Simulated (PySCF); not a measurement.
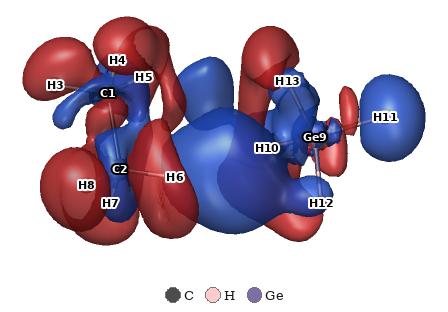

*C2H10Ge, SMILES `CC.[GeH4]`. Density of the complex less the densities of the two fragments at the same geometry, ±0.00015 e/Å³ (blue: gain, red: loss). Fragment A: H6C2 (atoms 1–8); fragment B: GeH4.*

Method: PBE/def2-SVPD; geometry: GFN2-xTB; program: PySCF. GFN2-xTB bond lengths at metals and heavier atoms can be off by up to 0.1 Å and shapes distorted, which carries into these values.

Coordinates in Å:

```
C1      -2.7088    0.7280   -0.0004
C2      -2.4871   -0.7762    0.0005
H3      -3.6602    0.9759   -0.4658
H4      -2.7141    1.1147    1.0162
H5      -1.9156    1.2295   -0.5529
H6      -1.5210   -1.0178    0.4456
H7      -2.5019   -1.1663   -1.0149
H8      -3.2638   -1.2794    0.5723
Ge9      1.2982    0.0122   -0.0000
H10      0.6008    0.1300   -1.3027
H11      2.6888    0.5119   -0.1378
H12      1.3322   -1.4119    0.4146
H13      0.5874    0.8116    1.0263
```

### How is the density rearranged on binding?

Hirshfeld charges show almost no net transfer (under 0.005 e). 0.01 e is displaced in all, which induces a dipole of 0.06 D.

### What is the interaction energy, and which contacts carry it?

The counterpoise-corrected interaction energy of the frozen fragments is 0.0 kcal/mol without dispersion correction and −1.3 kcal/mol with D3(BJ). The pair geometry is semi-empirical, not a minimum at this level. Contacts: H6···Ge9, 3.03 Å, ρ = 0.005 a.u.; H5···H10, H···H contact, 2.85 Å, ρ = 0.003 a.u., a bond path close to vanishing (ellipticity 1.7). The pose is a local one from a semi-empirical search, not shown to be the most stable.

The PySCF run took 52 s on 1 thread of Arm Neoverse V2, with other jobs on the host, peak memory 0.58 GiB.
